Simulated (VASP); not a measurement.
# A VASP study of AlRu (PBEsol): structure first, properties next, part 2 of 3

Wanted: the relaxed cell of AlRu and its properties. The start is a cell from a database of measured crystal structures.

VASP 6.6.1; PBEsol; plane waves and PAW (Al, Ru_pv).

Still holding for the runs below: This run has no spin polarisation. Its electron count is odd, so without a moment it is a metal by construction.

So far. Step 2 (Relaxing cell and atoms (PBEsol)): It ends with forces that vanish by symmetry and a pressure of 0.00 GPa. The volume lies -1.5 % from that of the database's start, which holds the thermal and zero-point expansion of its experiment. Step 3 (Second relaxation): It ends with forces that vanish by symmetry and a pressure of -0.06 GPa. The volume moved by under 0.01 %: the run met its threshold at the first step.

## Step 4: Single point with fields (PBEsol)

The relaxed cell gets a fresh self-consistent run, on a basis set for its own volume, to fix the density and to check the remaining stress.

File INCAR:

```
SYSTEM = AlRu
PREC = Accurate
ENCUT = 400
EDIFF = 1E-06
NELM = 100
ISMEAR = 1
SIGMA = 0.2
LREAL = .FALSE.
ALGO = Normal
GGA = PS
NBANDS = 14
LASPH = .TRUE.
LORBIT = 11
LWAVE = .FALSE.
LCHARG = .TRUE.
ISIF = 2
LELF = .TRUE.
LVHAR = .TRUE.
```

File POSCAR:

```
AlRu
1.0
    2.9764231082      0.0000000000      0.0000000000
    0.0000000000      2.9764231082      0.0000000000
    0.0000000000      0.0000000000      2.9764231082
Al Ru
1 1
Direct
    0.0000000000      0.0000000000      0.0000000000
    0.5000000000      0.5000000000      0.5000000000
```

File KPOINTS:

```
Automatic mesh
0
Gamma
8 8 8
0 0 0
```

The projector-augmented-wave data sets are Al and Ru_pv (PBE family, release 64).

The run is started by

```bash
$ mpirun -np 2 vasp_std
```

The program printed:

```text
[banner, memory and clock lines left out]
running    2 mpi-ranks, on    1 nodes
 distrk:  each k-point on    2 cores,    1 groups
 distr:  one band on    1 cores,    2 groups

 POSCAR found type information on POSCAR AlRu
 POSCAR found :  2 types and       2 ions
 [... a notice as in an earlier step ...]

 LDA part: xc-table for (Slater+PW92), standard interpolation
 POSCAR, INCAR and KPOINTS ok, starting setup
 FFT: planning ... GRIDC
 FFT: planning ... GRID_SOFT
 FFT: planning ... GRID
 WAVECAR not read
 entering main loop
       N       E                     dE             d eps       ncg     rms          rms(c)
DAV:   1     0.942677024558E+02    0.94268E+02   -0.82556E+03  1042   0.913E+02
DAV:   2    -0.147380842341E+02   -0.10901E+03   -0.10484E+03  1124   0.287E+02
DAV:   3    -0.162682407473E+02   -0.15302E+01   -0.15258E+01  1178   0.360E+01
DAV:   4    -0.162815578709E+02   -0.13317E-01   -0.13315E-01  1294   0.335E+00
DAV:   5    -0.162817790089E+02   -0.22114E-03   -0.22113E-03  1260   0.336E-01    0.136E+01
DAV:   6    -0.155927419274E+02    0.68904E+00   -0.31293E+00   992   0.202E+01    0.254E+00
DAV:   7    -0.154972131907E+02    0.95529E-01   -0.27202E-01  1088   0.616E+00    0.225E+00
DAV:   8    -0.154796086223E+02    0.17605E-01   -0.25939E-02  1190   0.120E+00    0.234E-01
DAV:   9    -0.154794165532E+02    0.19207E-03   -0.61070E-04  1222   0.156E-01    0.150E-01
DAV:  10    -0.154794048598E+02    0.11693E-04   -0.48928E-05  1246   0.827E-02    0.185E-02
DAV:  11    -0.154794022525E+02    0.26073E-05   -0.76094E-06  1160   0.332E-02    0.722E-03
DAV:  12    -0.154794017548E+02    0.49767E-06   -0.22704E-07   826   0.467E-03
   1 F= -.15479402E+02 E0= -.15477301E+02  d E =-.630229E-02
```

It took 3.8 s on 2 MPI ranks of AMD EPYC 9R14 (Zen 4), shared host; peak memory 0.17 GiB.

Parts of OUTCAR (step 4):

```text
The static configuration has the point symmetry O_h .

 Found     35 irreducible k-points:

   NELECT =      17.0000    total number of electrons

 E-fermi :  10.8690

  Total       -0.0101479     -0.0101479     -0.0101479      0.0000000      0.0000000     -0.0000000
  in kB       -0.6165964     -0.6165964     -0.6165964      0.0000000      0.0000000     -0.0000000
  external PRESSURE =      -0.6165964 kB  Pullay stress =       0.0000000 kB

  FREE ENERGIE OF THE ION-ELECTRON SYSTEM (eV)
  ---------------------------------------------------
  free  energy   TOTEN  =       -15.4794017548 eV

  energy  without entropy=      -15.4730994680  energy(sigma->0) =      -15.47730099

[... 17 parts as in an earlier step ...]
```

This step gave:

| Quantity | Value |
| --- | --- |
| SCF cycles | 12 |

Valence electrons inside each PAW sphere by angular momentum. Sphere charges, by row:

```csv
atom,s (e),p (e),d (e),tot (e)
Al1,0.393,0.426,0,0.819
Ru2,0.339,6.252,6.228,12.82
```

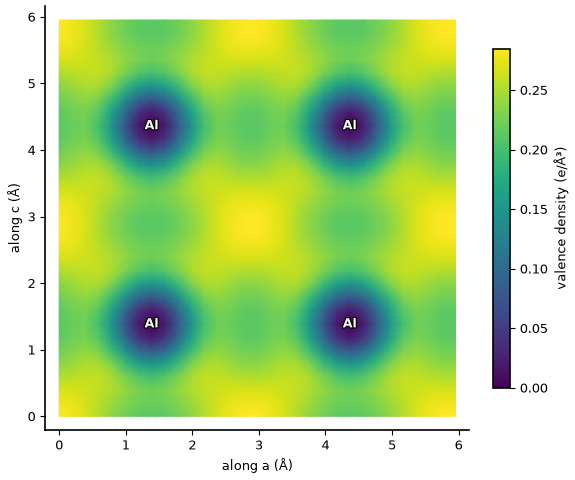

Valence density in the ac plane at fractional y = 0.000, with atoms of Al within 0.2 Å of it. It is the smooth field of the valence electrons, not physical close to the nuclei. The map starts off the cell's origin, so that atoms lie inside it.

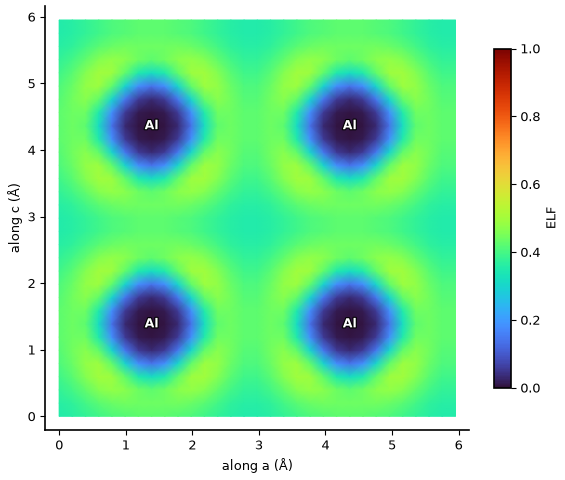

ELF in the ac plane at fractional y = 0.000, with atoms of Al within 0.2 Å of it. It is the smooth field of the valence electrons, not physical close to the nuclei. The map starts off the cell's origin, so that atoms lie inside it.

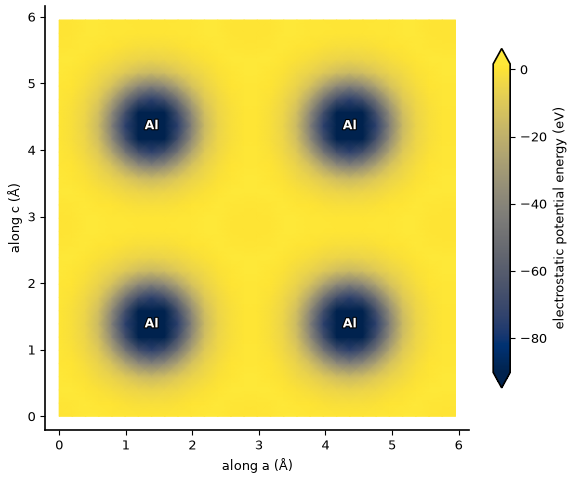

Electrostatic potential energy in the ac plane at fractional y = 0.000, with atoms of Al within 0.2 Å of it. With pseudopotentials it is smooth inside the atoms' cores, unlike the true potential. The map starts off the cell's origin, so that atoms lie inside it.

In this run the pressure is -0.06 GPa, small enough to go on.

## Step 5: Band structure (PBEsol)

Levels along the symmetry lines show where the bands peak and cross; KPOINTS_OPT computes them in the converged potential.

File INCAR:

```
SYSTEM = AlRu
PREC = Accurate
ENCUT = 400
EDIFF = 1E-06
NELM = 100
ISMEAR = 1
SIGMA = 0.2
LREAL = .FALSE.
ALGO = Normal
GGA = PS
NBANDS = 20
LASPH = .TRUE.
LORBIT = 11
LWAVE = .FALSE.
LCHARG = .FALSE.
KPAR = 2
```

POSCAR is that of step 4.

KPOINTS is that of step 4.

File KPOINTS_OPT:

```
Line mode
16
Line-mode
Reciprocal
  0.00000000   0.00000000   0.00000000 GAMMA
  0.00000000   0.50000000   0.00000000 X

  0.00000000   0.50000000   0.00000000 X
  0.50000000   0.50000000   0.00000000 M

  0.50000000   0.50000000   0.00000000 M
  0.00000000   0.00000000   0.00000000 GAMMA

  0.00000000   0.00000000   0.00000000 GAMMA
  0.50000000   0.50000000   0.50000000 R

  0.50000000   0.50000000   0.50000000 R
  0.00000000   0.50000000   0.00000000 X

  0.50000000   0.50000000   0.00000000 M
  0.50000000   0.50000000   0.50000000 R
```

The run is started by

```bash
$ mpirun -np 2 vasp_std
```

The program printed:

```text
[... set-up lines as in an earlier step ...]
 entering main loop
       N       E                     dE             d eps       ncg     rms          rms(c)
DAV:   1     0.106981309917E+03    0.10698E+03   -0.75120E+03  1472   0.637E+02
DAV:   2    -0.140001181203E+02   -0.12098E+03   -0.11507E+03  1568   0.230E+02
DAV:   3    -0.162675338835E+02   -0.22674E+01   -0.22528E+01  1788   0.321E+01
DAV:   4    -0.162816255307E+02   -0.14092E-01   -0.14089E-01  1496   0.275E+00
DAV:   5    -0.162817850257E+02   -0.15950E-03   -0.15949E-03  1696   0.284E-01    0.136E+01
DAV:   6    -0.155937198740E+02    0.68807E+00   -0.18158E+00  1508   0.141E+01    0.257E+00
DAV:   7    -0.154978498397E+02    0.95870E-01   -0.15681E-01  1488   0.420E+00    0.226E+00
DAV:   8    -0.154797679946E+02    0.18082E-01   -0.15396E-02  1512   0.859E-01    0.241E-01
DAV:   9    -0.154794176379E+02    0.35036E-03   -0.45650E-04  1616   0.168E-01    0.161E-01
DAV:  10    -0.154794036550E+02    0.13983E-04   -0.32375E-05  1532   0.473E-02    0.121E-02
DAV:  11    -0.154794021777E+02    0.14773E-05   -0.88531E-07  1336   0.749E-03    0.651E-03
DAV:  12    -0.154794017837E+02    0.39406E-06   -0.14402E-07   764   0.361E-03
   1 F= -.15479402E+02 E0= -.15477301E+02  d E =-.630194E-02
 Start KPOINTS_OPT (optional k-point list driver)
k-point batch [1-35\96]
       N       E                     dE             ncg
DAV:   1     0.744777925070E+03   -0.14095E+05     1448
DAV:   2    -0.356803454333E+04   -0.43128E+04     1564
DAV:   3    -0.365047872586E+04   -0.82444E+02     1808
DAV:   4    -0.365098703288E+04   -0.50831E+00     1532
DAV:   5    -0.365099307107E+04   -0.60382E-02     1604
DAV:   6    -0.365099317009E+04   -0.99019E-04     1616
DAV:   7    -0.365099317172E+04   -0.16331E-05     1432
DAV:   8    -0.365099317190E+04   -0.17584E-06     1152
[...]
k-point batch [71-96\96]
       N       E                     dE             ncg
DAV:   1     0.740905547293E+04   -0.16177E+05     1080
DAV:   2     0.436309525020E+04   -0.30460E+04     1212
DAV:   3     0.430842500700E+04   -0.54670E+02     1292
DAV:   4     0.430811251883E+04   -0.31249E+00     1144
DAV:   5     0.430810864422E+04   -0.38746E-02     1184
DAV:   6     0.430810858123E+04   -0.62988E-04     1252
DAV:   7     0.430810858022E+04   -0.10115E-05      984
DAV:   8     0.430810858010E+04   -0.12517E-06      820
```

It took 8 s on 2 MPI ranks; peak memory 0.22 GiB.

From OUTCAR (step 5):

```text
   k-points           NKPTS =     35   k-points in BZ     NKDIM =     35   number of bands    NBANDS=     20

   NELECT =      17.0000    total number of electrons

 E-fermi :  10.8690

 k-point     1 :       0.0000    0.0000    0.0000
  band No.  band energies     occupation
    ...
      2     -30.8741      2.00000
      3     -30.8741      2.00000
      4       1.0387      2.00000
      5       7.1483      2.00000
      6       7.1483      2.00000
      7      11.0299      0.01755
      8      11.0299      0.01755
      9      11.0299      0.01755
     10      16.9598      0.00000
     11      16.9598      0.00000
    ...

  Total       -0.0093959     -0.0093959     -0.0093959      0.0000000      0.0000000     -0.0000000
  in kB       -0.5709048     -0.5709048     -0.5709048      0.0000000      0.0000000     -0.0000000
  external PRESSURE =      -0.5709048 kB  Pullay stress =       0.0000000 kB

  FREE ENERGIE OF THE ION-ELECTRON SYSTEM (eV)
  ---------------------------------------------------
  free  energy   TOTEN  =       -15.4794017837 eV

  energy  without entropy=      -15.4730998447  energy(sigma->0) =      -15.47730114

[... 12 parts as in an earlier step ...]

[... 5 further parts left out ...]
```

Spin-orbit coupling is off here; it would split degenerate levels.

This step gave:

```
bands    : 20
pressure : -0.05709 GPa
```

The electronic bands at the labelled points (eV, zero at the Fermi level; # counts the bands kept, so #1 is VASP's band 4):

```csv
point,#2,#3,#4,#5,#6,#7,#8,#9
Γ,-3.72,-3.72,0.16,0.16,0.16,6.09,6.09,6.09
X,-5.56,-2.90,-1.67,-1.67,0.42,2.30,7.38,11.03
M,-3.20,-1.43,-1.43,-1.23,-1.23,1.53,5.33,6.40
Γ,-3.72,-3.72,0.16,0.16,0.16,6.09,6.09,6.09
R,-4.76,-4.76,1.63,1.63,2.64,4.08,4.08,4.08
X,-5.56,-2.90,-1.67,-1.67,0.42,2.30,7.38,11.03
jump to M,-3.20,-1.43,-1.43,-1.23,-1.23,1.53,5.33,6.40
R,-4.76,-4.76,1.63,1.63,2.64,4.08,4.08,4.08
```

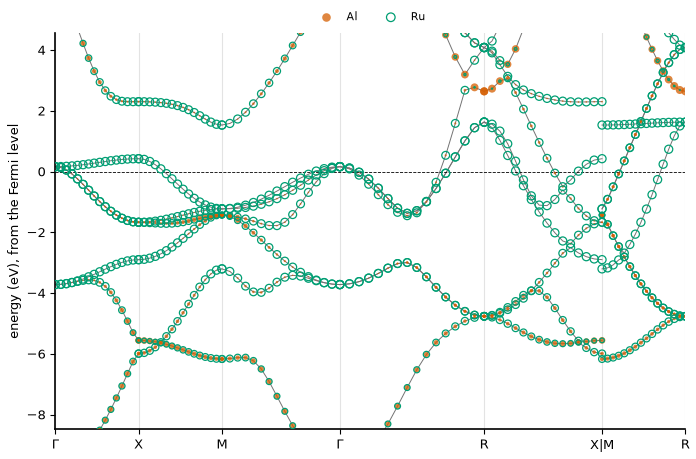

Electronic bands along the path; dots are coloured as in the legend, and their area grows with the weight.

There is no gap at this level.

## Step 6: Density of states (PBEsol)

Here the states are counted by energy and projected on the atoms. The mesh is finer than in the run before.

Changes to INCAR since step 5:

```diff
@@ -5,3 +5,3 @@
 NELM = 100
-ISMEAR = 1
+ISMEAR = -5
 SIGMA = 0.2
@@ -16 +16,2 @@
 KPAR = 2
+NEDOS = 2001
```

POSCAR is that of step 5.

File KPOINTS:

```
Automatic mesh
0
Gamma
11 11 11
0 0 0
```

The run is started by

```bash
$ mpirun -np 2 vasp_std
```

The program printed:

```text
[... set-up lines as in an earlier step ...]
 entering main loop
       N       E                     dE             d eps       ncg     rms          rms(c)
DAV:   1     0.106961398149E+03    0.10696E+03   -0.74181E+03  2352   0.639E+02
DAV:   2    -0.139995089365E+02   -0.12096E+03   -0.11491E+03  2512   0.228E+02
DAV:   3    -0.162994112827E+02   -0.22999E+01   -0.22815E+01  2876   0.325E+01
DAV:   4    -0.163130350106E+02   -0.13624E-01   -0.13624E-01  2456   0.270E+00
DAV:   5    -0.163131938812E+02   -0.15887E-03   -0.15883E-03  2676   0.286E-01    0.136E+01
DAV:   6    -0.156149350122E+02    0.69826E+00   -0.17812E+00  2436   0.140E+01    0.246E+00
DAV:   7    -0.155326624572E+02    0.82273E-01   -0.13805E-01  2412   0.395E+00    0.216E+00
DAV:   8    -0.155147126623E+02    0.17950E-01   -0.14936E-02  2404   0.839E-01    0.231E-01
DAV:   9    -0.155144229518E+02    0.28971E-03   -0.43070E-04  2660   0.160E-01    0.156E-01
DAV:  10    -0.155143953970E+02    0.27555E-04   -0.29089E-05  2472   0.448E-02    0.104E-02
DAV:  11    -0.155143942291E+02    0.11680E-05   -0.66985E-07  1924   0.702E-03    0.550E-03
DAV:  12    -0.155143940807E+02    0.14834E-06   -0.51693E-08  1264   0.204E-03
   1 F= -.15514394E+02 E0= -.15514394E+02  d E =0.000000E+00
 -----------------------------------------------------------------------------
|                                                                             |
|           W    W    AA    RRRRR   N    N  II  N    N   GGGG   !!!           |
|           W    W   A  A   R    R  NN   N  II  NN   N  G    G  !!!           |
|           W    W  A    A  R    R  N N  N  II  N N  N  G       !!!           |
|           W WW W  AAAAAA  RRRRR   N  N N  II  N  N N  G  GGG   !            |
|           WW  WW  A    A  R   R   N   NN  II  N   NN  G    G                |
|           W    W  A    A  R    R  N    N  II  N    N   GGGG   !!!           |
|                                                                             |
|     Tetrahedron method does not include variations of the Fermi             |
|     occupations, so forces and stress will be inaccurate. We suggest        |
|     using a different smearing scheme ISMEAR = 1 or 2 for metals in         |
|     relaxations.                                                            |
|                                                                             |
 -----------------------------------------------------------------------------
```

Elapsed: 5.8 s, on 2 MPI ranks; peak memory 0.22 GiB; 10 s of CPU time.

Parts of OUTCAR (step 6):

```text
   k-points           NKPTS =     56   k-points in BZ     NKDIM =     56   number of bands    NBANDS=     20

   NELECT =      17.0000    total number of electrons

 E-fermi :  10.7840

 k-point     1 :       0.0000    0.0000    0.0000
  band No.  band energies     occupation
    ...
      2     -30.8973      2.00000
      3     -30.8973      2.00000
      4       1.0395      2.00000
      5       7.1407      2.00000
      6       7.1407      2.00000
      7      11.0118     -0.23451
      8      11.0118     -0.48855
      9      11.0118     -0.04451
     10      16.9597      0.00000
     11      16.9597      0.00000
    ...

  Total       -0.0703081     -0.0703081     -0.0703081     -0.0000000     -0.0000000      0.0000000
  in kB       -4.2720051     -4.2720051     -4.2720051     -0.0000000     -0.0000000      0.0000000
  external PRESSURE =      -4.2720051 kB  Pullay stress =       0.0000000 kB

  FREE ENERGIE OF THE ION-ELECTRON SYSTEM (eV)
  ---------------------------------------------------
  free  energy   TOTEN  =       -15.5143940807 eV

  energy  without entropy=      -15.5143940807  energy(sigma->0) =      -15.51439408

[... 7 parts as in an earlier step ...]

[... 10 further parts left out ...]
```

With tetrahedra the forces and stress of a metal are not exact derivatives of the energy.

This step gave:

```yaml
irreducible_k_points: 56
free_energy_toten: -15.51 eV
fermi_energy: 10.78 eV
pressure: -0.4272 GPa
dos_at_the_fermi_level: 1.801 states/eV/cell
```

The density of states has structure finer than the step of the table below, so its rows give means over 2 eV, whole bins alone (the curve runs from -12.0 to 7.93 eV). Peaks (eV: height): total -3.4: 2.81, -1.7: 2.88, -0.9: 3.81, 2.4: 2.22; Ru d -3.4: 1.65, -1.7: 1.93, -0.9: 2.92, 2.4: 1.58; Al p -3.8: 0.182, -1.7: 0.125, 2.4: 0.109, 7.7: 0.137; Ru p -5.9: 0.0889, -1.7: 0.0922, -0.5: 0.0741, 6.6: 0.097; Ru s -6.2: 0.0704, -3.8: 0.130, 2.4: 0.120, 5.9: 0.179.

States under -12.0 eV and over 7.9 eV are left out. Table of density of states by energy, zero at the Fermi level; means over each step; values in states/eV/cell:

```csv
energy (eV),total,Ru d,Al p,Ru p,Ru s,Al s
-10,0.0278,4.1e-5,1.8e-4,2.9e-4,0.00618,0.00559
-8,0.240,0.00752,0.00549,0.00866,0.0412,0.0448
-6,0.730,0.186,0.0203,0.0293,0.0364,0.121
-4,1.38,0.680,0.0900,0.0359,0.0567,0.0180
-2,1.80,1.23,0.0717,0.0492,0.0130,0.00264
0,1.69,1.28,0.0317,0.0521,0.0185,0.00278
2,0.659,0.420,0.0342,0.0346,0.0241,0.00841
4,0.509,0.193,0.0484,0.0450,0.0124,0.0339
6,0.946,0.256,0.0721,0.0667,0.0762,0.102
```

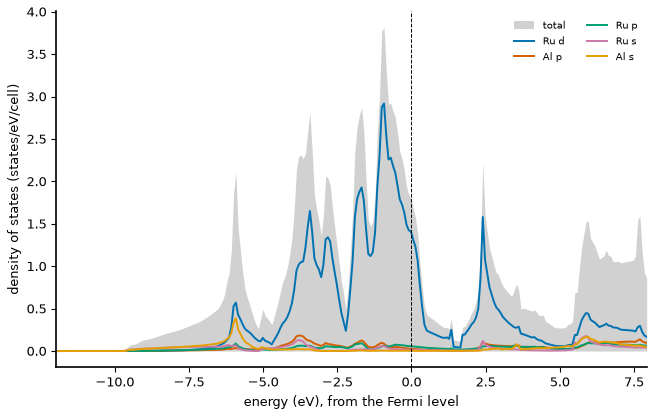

Density of states against energy.

The finer mesh and the other smearing move the Fermi level by -0.08 eV from the 8×8×8 run, one measure of the sampling error in the zero of the bands above. Of the states within 0.3 eV of the Fermi level, the largest shares in the PAW spheres are Ru d 77 %. The rest lies in smaller channels or between the spheres.

## Step 7: Volume scan with PBEsol, volume scale 0.94

An equation of state needs energies on both sides of the minimum, all on one mesh and cutoff.

File INCAR:

```
SYSTEM = AlRu
PREC = Accurate
ENCUT = 400
EDIFF = 1E-06
NELM = 100
ISMEAR = 1
SIGMA = 0.2
LREAL = .FALSE.
ALGO = Normal
GGA = PS
NBANDS = 14
LASPH = .TRUE.
LORBIT = 11
LWAVE = .FALSE.
LCHARG = .FALSE.
KPAR = 2
ISIF = 2
```

File POSCAR:

```
AlRu
1.0
    2.9156627305      0.0000000000      0.0000000000
    0.0000000000      2.9156627305      0.0000000000
    0.0000000000      0.0000000000      2.9156627305
Al Ru
1 1
Direct
    0.0000000000      0.0000000000      0.0000000000
    0.5000000000      0.5000000000      0.5000000000
```

File KPOINTS:

```
Automatic mesh
0
Gamma
8 8 8
0 0 0
```

The run is started by

```bash
$ mpirun -np 2 vasp_std
```

The program printed:

```text
[... set-up lines as in an earlier step ...]
 entering main loop
       N       E                     dE             d eps       ncg     rms          rms(c)
DAV:   1     0.901054069310E+02    0.90105E+02   -0.82344E+03  1034   0.922E+02
DAV:   2    -0.148636250679E+02   -0.10497E+03   -0.10095E+03  1100   0.284E+02
DAV:   3    -0.162027169741E+02   -0.13391E+01   -0.13354E+01  1136   0.343E+01
DAV:   4    -0.162144229541E+02   -0.11706E-01   -0.11702E-01  1294   0.317E+00
DAV:   5    -0.162146494105E+02   -0.22646E-03   -0.22645E-03  1232   0.352E-01    0.156E+01
DAV:   6    -0.154949982542E+02    0.71965E+00   -0.29647E+00  1034   0.200E+01    0.273E+00
DAV:   7    -0.154193808437E+02    0.75617E-01   -0.22876E-01  1058   0.564E+00    0.263E+00
DAV:   8    -0.154019754353E+02    0.17405E-01   -0.19858E-02  1244   0.106E+00    0.252E-01
DAV:   9    -0.154018545141E+02    0.12092E-03   -0.71266E-04  1172   0.147E-01    0.164E-01
DAV:  10    -0.154018474940E+02    0.70201E-05   -0.41606E-05  1214   0.761E-02    0.287E-02
DAV:  11    -0.154018445760E+02    0.29180E-05   -0.81706E-06  1244   0.346E-02    0.772E-03
DAV:  12    -0.154018441779E+02    0.39811E-06   -0.16447E-07   842   0.397E-03
   1 F= -.15401844E+02 E0= -.15399941E+02  d E =-.570977E-02
```

Run time: 3.4 s. Hardware: 2 MPI ranks; peak memory 0.2 GiB; 5.6 s of CPU time.

From OUTCAR (step 7):

```text
   ENCUT  =  400.0 eV  29.40 Ry    5.42 a.u.   4.75  4.75  4.75*2*pi/ulx,y,z

   NELECT =      17.0000    total number of electrons

 E-fermi :  11.7887

 k-point     1 :       0.0000    0.0000    0.0000
  band No.  band energies     occupation
    ...
      2     -29.9791      2.00000
      3     -29.9791      2.00000
      4       1.5790      2.00000
      5       7.7002      2.00000
      6       7.7002      2.00000
      7      11.9631     -0.01249
      8      11.9631     -0.01249
      9      11.9631     -0.01249
     10      18.1814      0.00000
     11      18.1814      0.00000
    ...

  Total        2.4048551      2.4048551      2.4048551     -0.0000000      0.0000000     -0.0000000
  in kB      155.4488967    155.4488967    155.4488967     -0.0000000      0.0000000     -0.0000000
  external PRESSURE =     155.4488967 kB  Pullay stress =       0.0000000 kB

 POSITION                                       TOTAL-FORCE (eV/Angst)
 -----------------------------------------------------------------------------------
      0.00000      0.00000      0.00000         0.000000      0.000000      0.000000
      1.45783      1.45783      1.45783         0.000000      0.000000      0.000000
 -----------------------------------------------------------------------------------
    total drift:                               -0.000000      0.000000      0.000000

  FREE ENERGIE OF THE ION-ELECTRON SYSTEM (eV)
  ---------------------------------------------------
  free  energy   TOTEN  =       -15.4018441779 eV

  energy  without entropy=      -15.3961344091  energy(sigma->0) =      -15.39994092

[... 4 parts as in an earlier step ...]

[... 12 further parts left out ...]
```

The scan keeps the cell's shape and the fractional positions fixed.

This step gave:

```yaml
bands: 14
irreducible_k_points: 35
free_energy_toten: -15.40 eV
energy_at_zero_smearing: -15.40 eV
fermi_energy: 11.79 eV
pressure: 15.54 GPa
```

The pressure here is 15.54 GPa.

(Part 2 of 3 ends here.)

[Lines on the potential files, build, host, timing and source positions are cut from VASP's logs without a mark.]

[Logs are printed without paths, hosts, clocks, repeated set-up lines and the standing remarks that a program may print on its own settings, such as how far it seeks lower states.]

[Hosts, paths, dates, database ids (printed as entryN), source tags and the programs' standing remarks are cut or masked in the printed files.]

[A measured line is paired with the nearest computed mode of its activity, which favours agreement.]
